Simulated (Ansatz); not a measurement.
## Geometry relaxation, with input and output: CH6AlN (part 1 of 2)

- system: CH6AlN
- method: RKS BHLYP-D4/def2-mTZVP (Ansatz 0.2.0)

The input holds or restrains some coordinates. Forces given for the steps count only the free coordinates. It belongs to a series of runs on one base structure; here: pulled along the bonds that form and break, towards end B. Figures and captions count atoms from 1; the log counts them from 0 in places.

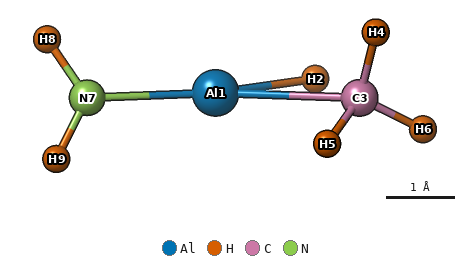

*The starting structure (ball-and-stick view, seen at a tilt; atoms are numbered from 1 in the order of the input). Sticks mark near contacts.*

Bond lengths as drawn: Al–C 2.17 Å, Al–H 1.76 Å, Al–N 1.92 Å, C–H 1.11 Å and H–N 1.06 Å.

### The input
```yaml
crystal:
  periodic: [false, false, false]
  atoms:
    - { symbol: Al, position_ang: [0.0, 0.0, 0.0] }
    - { symbol: H, position_ang: [1.0219, 0.0, 1.433] }
    - { symbol: C, position_ang: [2.1347, 0.0, 0.3896] }
    - { symbol: H, position_ang: [2.4643, -1.0462, 0.2194] }
    - { symbol: H, position_ang: [1.9982, 0.508, -0.5878] }
    - { symbol: H, position_ang: [2.9043, 0.5381, 0.9814] }
    - { symbol: "N", position_ang: [-1.6627, 0.0, -0.96] }
    - { symbol: H, position_ang: [-2.3316, -0.8164, -0.8614] }
    - { symbol: H, position_ang: [-1.9118, 0.8164, -1.5886] }
basis:
  gaussian: { orbitals: def2-mTZVP }
hamiltonian:
  xc: { name: BHLYP }
  dispersion: d4
relax:
  f_tol: 0.15
  max_steps: 25
  restrain:
    - { distance: [1, 2], at: 1.11, k: 30.0 }
    - { distance: [0, 1], at: 2.76, k: 30.0 }
    - { distance: [0, 2], at: 3.17, k: 30.0 }
output:
  orbitals: {}
```

Launched with:
```bash
ansatz run input.yaml --threads 2 --pin off --max-ram 3072MiB --backend cpu --events-out ev --progress --plain --runs-dir out
```

### Output
```
The last accepted step is kept in [file] (removed where the run ends without a failure and the disk answers)
Engine: ansatz 0.2.0, aarch64-unknown-linux-gnu
Functional definition: BHLYP
  parameter a = 0.5
  exchange = (1 - a)*b88_x + a*exact_x
  correlation = lyp_c
780 factors; integrals over basis functions are off by at most 6.8e-4 eV
mean field evaluation 1: about -9206.3555 eV, gradient 6.8e1 eV
mean field evaluation 2: about -9198.6693 eV, gradient 8.4e1 eV
mean field evaluation 4: about -9216.0263 eV, gradient 5.2e0 eV
mean field evaluation 8: about -9216.0964 eV, gradient 1.9e-1 eV
mean field evaluation 16: about -9216.0969 eV, gradient 2.4e-4 eV
mean field -9216.09685049 eV, -338.6853123608 hartree, gradient 6.8e-5 eV, S^2 0.000000; 0 other end points of the search recorded, 0 dependent functions left out
the calculation of the forces begins
reference -9216.09702960 eV, -338.6853189427 hartree; 16, 16 occupied and 62, 62 virtual orbitals, 780 factors
relax step   1: F+E_penalty+E_count = -9216.23332629 eV  Δ(F+E_penalty+E_count) = +0.000e0 eV  max|allowed force component| = 4.563e0 eV/Å  E_restraint = 32.58874279 eV  max|allowed force component, restraints' pulls added| = 5.149e1 eV/Å  Δτ_max = 0.0000 Å  (28 SCF iters, accepted)
  distance H 1 - C 2 = 1.5255 Å
  distance Al 0 - H 1 = 1.7600 Å
  distance Al 0 - C 2 = 2.1700 Å
these checks for a lower state are left out or cut short: starts, cluster_reference, orbital_swaps, neighbouring_geometries, increment
780 factors; integrals over basis functions are off by at most 6.4e-4 eV
mean field -9217.24908905 eV, -338.7276563467 hartree, gradient 2.5e-5 eV, S^2 0.000000; 0 other end points of the search recorded, 0 dependent functions left out
[... from here on the field's lines of each further geometry are left out, up to the last ...]
relax step   2: F+E_penalty+E_count = -9217.40961668 eV  Δ(F+E_penalty+E_count) = -1.176e0 eV  max|allowed force component| = 3.789e0 eV/Å  E_restraint = 18.27683521 eV  max|allowed force component, restraints' pulls added| = 3.791e1 eV/Å  Δτ_max = 0.1923 Å  (35 SCF iters, accepted)
relax step   3: F+E_penalty+E_count = -9217.84629071 eV  Δ(F+E_penalty+E_count) = -4.367e-1 eV  max|allowed force component| = 6.110e0 eV/Å  E_restraint = 7.60164527 eV  max|allowed force component, restraints' pulls added| = 1.901e1 eV/Å  Δτ_max = 0.1949 Å  (29 SCF iters, accepted)
relax step   4: F+E_penalty+E_count = -9218.48361454 eV  Δ(F+E_penalty+E_count) = -6.373e-1 eV  max|allowed force component| = 7.708e0 eV/Å  E_restraint = 1.73009204 eV  max|allowed force component, restraints' pulls added| = 7.332e0 eV/Å  Δτ_max = 0.1949 Å  (28 SCF iters, accepted)
relax step   5: F+E_penalty+E_count = -9220.32349735 eV  Δ(F+E_penalty+E_count) = -1.840e0 eV  max|allowed force component| = 2.185e0 eV/Å  E_restraint = 0.05418219 eV  max|allowed force component, restraints' pulls added| = 1.518e0 eV/Å  Δτ_max = 0.1969 Å  (28 SCF iters, accepted)
relax step   6: F+E_penalty+E_count = -9220.92826279 eV  Δ(F+E_penalty+E_count) = -6.048e-1 eV  max|allowed force component| = 1.234e0 eV/Å  E_restraint = 0.02527627 eV  max|allowed force component, restraints' pulls added| = 1.234e0 eV/Å  Δτ_max = 0.1988 Å  (27 SCF iters, accepted)
relax step   7: F+E_penalty+E_count = -9221.14633566 eV  Δ(F+E_penalty+E_count) = -2.181e-1 eV  max|allowed force component| = 7.324e-1 eV/Å  E_restraint = 0.02218043 eV  max|allowed force component, restraints' pulls added| = 6.539e-1 eV/Å  Δτ_max = 0.2000 Å  (28 SCF iters, accepted)
relax step   8: F+E_penalty+E_count = -9221.20137250 eV  Δ(F+E_penalty+E_count) = -5.504e-2 eV  max|allowed force component| = 5.361e-1 eV/Å  E_restraint = 0.01115464 eV  max|allowed force component, restraints' pulls added| = 4.261e-1 eV/Å  Δτ_max = 0.2000 Å  (28 SCF iters, accepted)
relax step   9: F+E_penalty+E_count = -9221.21729852 eV  Δ(F+E_penalty+E_count) = -1.593e-2 eV  max|allowed force component| = 6.300e-1 eV/Å  E_restraint = 0.00963625 eV  max|allowed force component, restraints' pulls added| = 1.603e-1 eV/Å  Δτ_max = 0.0844 Å  (23 SCF iters, accepted)
relax step  10: F+E_penalty+E_count = -9221.24382664 eV  Δ(F+E_penalty+E_count) = -2.653e-2 eV  max|allowed force component| = 7.800e-1 eV/Å  E_restraint = 0.01908174 eV  max|allowed force component, restraints' pulls added| = 4.877e-1 eV/Å  Δτ_max = 0.1961 Å  (28 SCF iters, accepted)
relax step  11: F+E_penalty+E_count = -9221.25603098 eV  Δ(F+E_penalty+E_count) = -1.220e-2 eV  max|allowed force component| = 6.957e-1 eV/Å  E_restraint = 0.01476852 eV  max|allowed force component, restraints' pulls added| = 3.637e-1 eV/Å  Δτ_max = 0.0870 Å  (23 SCF iters, accepted)
relax step  12: F+E_penalty+E_count = -9221.26885099 eV  Δ(F+E_penalty+E_count) = -1.282e-2 eV  max|allowed force component| = 5.804e-1 eV/Å  E_restraint = 0.00745442 eV  max|allowed force component, restraints' pulls added| = 4.155e-1 eV/Å  Δτ_max = 0.1925 Å  (27 SCF iters, accepted)
relax step  13: F+E_penalty+E_count = -9221.24712202 eV  Δ(F+E_penalty+E_count) = +2.173e-2 eV  max|allowed force component| = 7.964e-1 eV/Å  E_restraint = 0.00652601 eV  max|allowed force component, restraints' pulls added| = 7.964e-1 eV/Å  Δτ_max = 0.1940 Å  (28 SCF iters, rejected (line search))
relax step  14: F+E_penalty+E_count = -9221.28528794 eV  Δ(F+E_penalty+E_count) = -1.644e-2 eV  max|allowed force component| = 5.426e-1 eV/Å  E_restraint = 0.00682381 eV  max|allowed force component, restraints' pulls added| = 3.519e-1 eV/Å  Δτ_max = 0.0970 Å  (23 SCF iters, accepted)
relax step  15: F+E_penalty+E_count = -9221.30088718 eV  Δ(F+E_penalty+E_count) = -1.560e-2 eV  max|allowed force component| = 4.748e-1 eV/Å  E_restraint = 0.00583892 eV  max|allowed force component, restraints' pulls added| = 8.156e-2 eV/Å  Δτ_max = 0.0997 Å  (23 SCF iters, accepted)
relax step  16: F+E_penalty+E_count = -9221.31442431 eV  Δ(F+E_penalty+E_count) = -1.354e-2 eV  max|allowed force component| = 4.919e-1 eV/Å  E_restraint = 0.00725827 eV  max|allowed force component, restraints' pulls added| = 2.168e-1 eV/Å  Δτ_max = 0.1436 Å  (24 SCF iters, accepted)
relax step  17: F+E_penalty+E_count = -9221.32547639 eV  Δ(F+E_penalty+E_count) = -1.105e-2 eV  max|allowed force component| = 4.442e-1 eV/Å  E_restraint = 0.00726531 eV  max|allowed force component, restraints' pulls added| = 3.476e-1 eV/Å  Δτ_max = 0.1983 Å  (27 SCF iters, accepted)
relax step  18: F+E_penalty+E_count = -9221.34459716 eV  Δ(F+E_penalty+E_count) = -1.912e-2 eV  max|allowed force component| = 4.074e-1 eV/Å  E_restraint = 0.00484863 eV  max|allowed force component, restraints' pulls added| = 1.337e-1 eV/Å  Δτ_max = 0.2000 Å  (27 SCF iters, accepted)
relax step  19: F+E_penalty+E_count = -9221.34732589 eV  Δ(F+E_penalty+E_count) = -2.729e-3 eV  max|allowed force component| = 5.286e-1 eV/Å  E_restraint = 0.00505138 eV  max|allowed force component, restraints' pulls added| = 5.286e-1 eV/Å  Δτ_max = 0.1950 Å  (27 SCF iters, accepted)
relax step  20: F+E_penalty+E_count = -9221.36934026 eV  Δ(F+E_penalty+E_count) = -2.201e-2 eV  max|allowed force component| = 4.111e-1 eV/Å  E_restraint = 0.00473485 eV  max|allowed force component, restraints' pulls added| = 2.200e-1 eV/Å  Δτ_max = 0.2000 Å  (27 SCF iters, accepted)
relax step  21: F+E_penalty+E_count = -9221.38076116 eV  Δ(F+E_penalty+E_count) = -1.142e-2 eV  max|allowed force component| = 4.155e-1 eV/Å  E_restraint = 0.00421322 eV  max|allowed force component, restraints' pulls added| = 4.381e-2 eV/Å  Δτ_max = 0.2000 Å  (27 SCF iters, accepted)
relax step  22: F+E_penalty+E_count = -9221.36921919 eV  Δ(F+E_penalty+E_count) = +1.154e-2 eV  max|allowed force component| = 8.250e-1 eV/Å  E_restraint = 0.00317721 eV  max|allowed force component, restraints' pulls added| = 8.250e-1 eV/Å  Δτ_max = 0.1951 Å  (28 SCF iters, rejected (line search))
relax step  23: F+E_penalty+E_count = -9221.37344395 eV  Δ(F+E_penalty+E_count) = +7.317e-3 eV  max|allowed force component| = 4.745e-1 eV/Å  E_restraint = 0.00389551 eV  max|allowed force component, restraints' pulls added| = 4.745e-1 eV/Å  Δτ_max = 0.0950 Å  (27 SCF iters, rejected (line search))
the calculation of the forces begins
reference -9221.19771631 eV, -338.8727657223 hartree; 16, 16 occupied and 62, 62 virtual orbitals, 780 factors
relax step  24: F+E_penalty+E_count = -9221.38244515 eV  Δ(F+E_penalty+E_count) = -1.684e-3 eV  max|allowed force component| = 4.088e-1 eV/Å  E_restraint = 0.00404923 eV  max|allowed force component, restraints' pulls added| = 6.836e-2 eV/Å  Δτ_max = 0.0465 Å  (24 SCF iters, accepted)
  distance H 1 - C 2 = 1.0952 Å
  distance Al 0 - H 1 = 2.7621 Å
  distance Al 0 - C 2 = 3.1768 Å
```

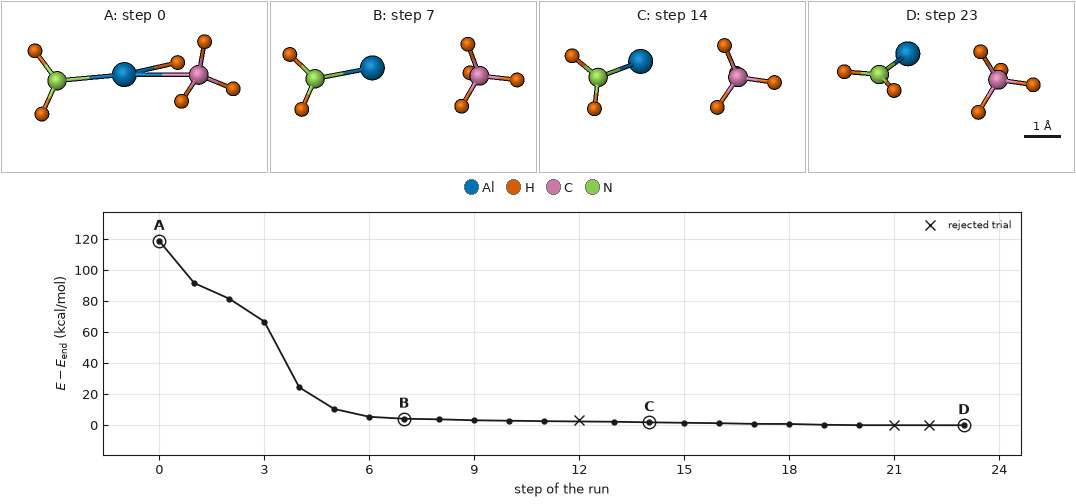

*Frames of the restrained relaxation (ball-and-stick view, seen at a tilt) above the curves, on which the letters mark them (the first geometry is step 0 here and step 1 in the log).*

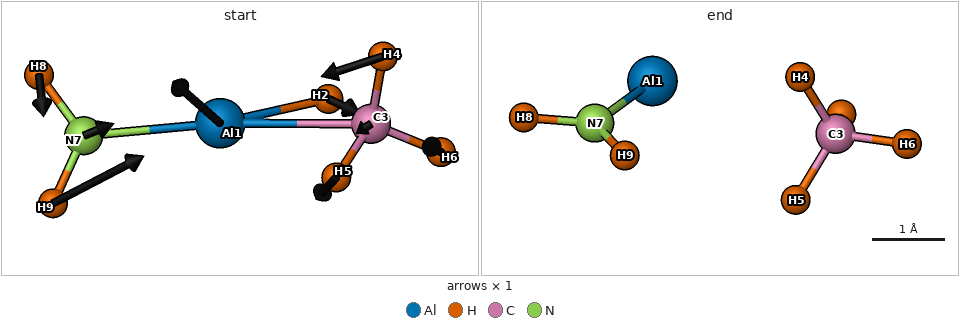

*Before (left) and after (right) the restrained relaxation, at one scale (ball-and-stick view, seen at a tilt). The black arrows give the displacements, at true length.*

H9 moves most after the best rigid fit: 1.58 Å. By element the largest moves are H 1.58 Å, Al 1.55 Å, N 0.47 Å, C 0.26 Å. Distances before and after: Al1–C3 2.170 → 3.177 Å, Al1–H2 1.760 → 2.762 Å, H2–C3 1.525 → 1.095 Å, Al1–N7 1.920 → 1.798 Å. New bonds form: H2–C3 (1.53 → 1.10 Å). Bonds break: Al1–C3 (2.17 → 3.18 Å), Al1–H2 (1.76 → 2.76 Å). Among the angles that change: H8–N7–H9 120.0° → 108.5°, Al1–N7–H9 120.0° → 128.2°, Al1–N7–H8 120.0° → 123.3°. After 23 geometry steps the energy has fallen by 118.7 kcal/mol. The largest force component goes from 4.6 to 0.41 eV/Å. The line search rejected the trial steps at points 12, 21, 22 (counted from 0) and went back. (Atoms are counted from 1 in the order of the input.)

```
780 factors; integrals over basis functions are off by at most 1.0e-3 eV
mean field -9221.19754425 eV, -338.8727593991 hartree, gradient 1.9e-5 eV, S^2 0.000000; 1 other end points of the search recorded, 0 dependent functions left out
the calculation of the forces begins
reference -9221.19771631 eV, -338.8727657223 hartree; 16, 16 occupied and 62, 62 virtual orbitals, 780 factors
Total energy: -9221.38261722 eV, -338.8795607050 hartree
Atom 0 at    -1.171371    -0.191442     0.984446 Å, force    -0.272188    -0.028651     0.060969 eV/Å
Atom 1 at     1.537127     0.210282     1.347799 Å, force     0.222886    -0.028865    -0.408759 eV/Å
Atom 2 at     1.919761     0.128297     0.324876 Å, force     0.041572     0.064232     0.372508 eV/Å
Atom 3 at     1.636819    -0.826024    -0.097162 Å, force     0.002820     0.001257    -0.004510 eV/Å
Atom 4 at     1.522850     0.934084    -0.277843 Å, force    -0.001561     0.003255     0.005843 eV/Å
Atom 5 at     2.998862     0.202621     0.349969 Å, force    -0.002566    -0.002036    -0.001423 eV/Å
Atom 6 at    -1.242776    -0.157655    -0.811438 Å, force     0.038147    -0.000427    -0.068355 eV/Å
Atom 7 at    -2.082148    -0.348287    -1.334711 Å, force     0.002780     0.017000     0.011711 eV/Å
Atom 8 at    -0.501825     0.048023    -1.460336 Å, force    -0.031889    -0.025766     0.032017 eV/Å
Dipole moment:     0.114313     0.015258    -0.289834 e Å
```

### Trajectory as extended XYZ (Å, eV, eV/Å), 24 frames, from step=1 to step=24
```
9
Properties=species:S:1:pos:R:3:forces:R:3 step=1 energy=-9216.23333
Al    0.0000    0.0000    0.0000   -4.5630  -0.2165  -0.5456
H     1.0219    0.0000    1.4330    1.9964   0.0170  -2.7125
C     2.1347    0.0000    0.3896    1.9700  -0.4716   3.2335
H     2.4643   -1.0462    0.2194   -0.3857   0.5771   0.1432
H     1.9982    0.5080   -0.5878   -0.7131   0.1951   0.4372
H     2.9043    0.5381    0.9814   -0.0204  -0.2481  -0.8727
N    -1.6627    0.0000   -0.9600    0.9789   0.2759   0.0577
H    -2.3316   -0.8164   -0.8614    0.9434   1.9010  -0.6841
H    -1.9118    0.8164   -1.5886   -0.2064  -2.0298   0.9433
9
Properties=species:S:1:pos:R:3:forces:R:3 step=2 energy=-9217.40962
Al   -0.1670   -0.0009   -0.0954   -2.1115  -0.3002  -0.0318
H     1.1342    0.0000    1.4680    3.5728  -0.0130  -3.7887
C     2.1942   -0.0018    0.4444   -1.1894  -0.1171   1.9654
H     2.4650   -1.0455    0.2218   -0.1744   0.4756   0.4937
H     1.9957    0.5052   -0.5757   -0.3533  -0.5604   2.2643
H     2.9148    0.5421    0.9839    1.6553   0.4035   0.1796
N    -1.6757    0.0009   -0.9699   -1.2926   0.0920  -0.9573
H    -2.3294   -0.8090   -0.8651    0.4111   1.6008  -0.7402
H    -1.9145    0.8088   -1.5864   -0.5180  -1.5812   0.6150
9
Properties=species:S:1:pos:R:3:forces:R:3 step=3 energy=-9217.84629
Al   -0.3381   -0.0036   -0.1887    4.7359  -0.3153   3.5951
H     1.2763   -0.0002    1.4692    3.1963  -0.0213  -3.8077
C     2.2393   -0.0015    0.5160   -4.0879  -0.8141  -0.4626
H     2.4644   -1.0414    0.2281    0.1605   0.5515   0.8054
H     1.9952    0.4972   -0.5492    0.0850  -0.7990   3.1649
H     2.9354    0.5482    0.9915    3.2019   1.2749   1.1362
N    -1.7019    0.0009   -0.9849   -6.1095   0.0881  -3.7139
H    -2.3322   -0.8012   -0.8710   -0.2679   1.0972  -0.8173
H    -1.9212    0.8015   -1.5854   -0.9143  -1.0619   0.1000
9
Properties=species:S:1:pos:R:3:forces:R:3 step=4 energy=-9218.48361
Al   -0.4843   -0.0092   -0.2357    7.7082  -0.2957   5.4022
H     1.4700   -0.0005    1.4470    1.5479  -0.0736  -2.8075
C     2.2912   -0.0089    0.5851   -3.8317  -0.3009  -1.6239
H     2.4749   -1.0348    0.2478    0.5740   0.3213   0.9101
H     2.0016    0.4816   -0.4816    0.2753  -0.7116   3.2476
H     3.0045    0.5700    1.0150    3.0809   0.9177   0.7402
N    -1.7977   -0.0003   -1.0423   -6.3038   0.1668  -4.0757
H    -2.3764   -0.7948   -0.9008   -1.4867   0.0656  -0.9229
H    -1.9664    0.7968   -1.6088   -1.5640  -0.0896  -0.8700
9
Properties=species:S:1:pos:R:3:forces:R:3 step=5 energy=-9220.32350
Al   -0.6117   -0.0146   -0.1518    2.1848  -0.1221   2.1391
H     1.6473    0.0042    1.4055    0.1181  -0.0216  -0.6987
C     2.4062   -0.0063    0.6174   -1.4379   0.4242  -0.5396
H     2.5521   -1.0313    0.3043    0.8086  -0.0491   0.4985
H     2.0259    0.4703   -0.3105    0.2225   0.0093   1.0860
H     3.1944    0.5855    1.0158    1.2571  -0.2755  -0.1263
N    -1.9513   -0.0156   -1.1559   -0.1472   0.0750  -0.5104
H    -2.5432   -0.7937   -1.0054   -1.5183   0.0258  -0.9611
H    -2.1023    0.8013   -1.6938   -1.4877  -0.0660  -0.8875
```
